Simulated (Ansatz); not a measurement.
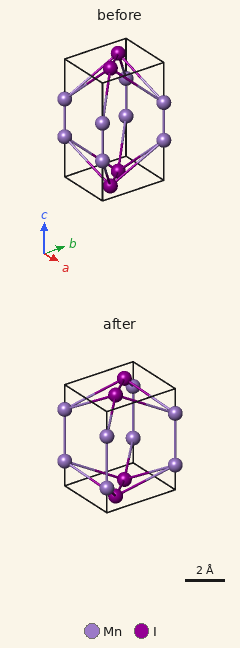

The structure of solid MnI (a generated structure, set up in P6/mmm) (coarse preliminary run) before (top) and after (bottom) a relaxation, at one scale.

Style: ball-and-stick. Shown: the cell of the calculation, slightly off an axis.

Theory: Ansatz 0.2.0, DFT PBE, scalar-relativistic, plane waves, PAW. Settings: plane-wave cutoff 420 eV; k-point mesh 6 × 6 × 4; occupations gaussian; smearing width 0.1 eV; collinear spin; cell and atoms relaxed; force threshold 0.04 eV/Å; at most 70 steps.

Describe what moved and what it gained.

The energy falls by 3.380 eV per cell of the calculation in 6 accepted moves (7 points after the start). The largest force component goes from 3.2 to 0.036 eV/Å. Pressure: 5.19 GPa at the start and 0.05 GPa at the end. At 1 point the geometry stayed and the basis and grid were re-selected for the new cell (energy shift of 11.1 meV per cell of the calculation at most each time). The largest moves relative to the cell, 0.51 Å, are those of Mn atoms. I stays in place. Cell: a = b 5.131 → 5.723 Å (+11.5 %), c 6.261 → 5.371 Å (−14.2 %). Volume +6.7 %. Near-neighbour distances that change, for instance: Mn–Mn 4.258 → 2.623 Å, Mn–Mn 2.003 → 2.748 Å, I–I 2.962 → 3.304 Å, I–Mn 3.648 → 3.555 Å. The space group stays P6/mmm (No. 191).
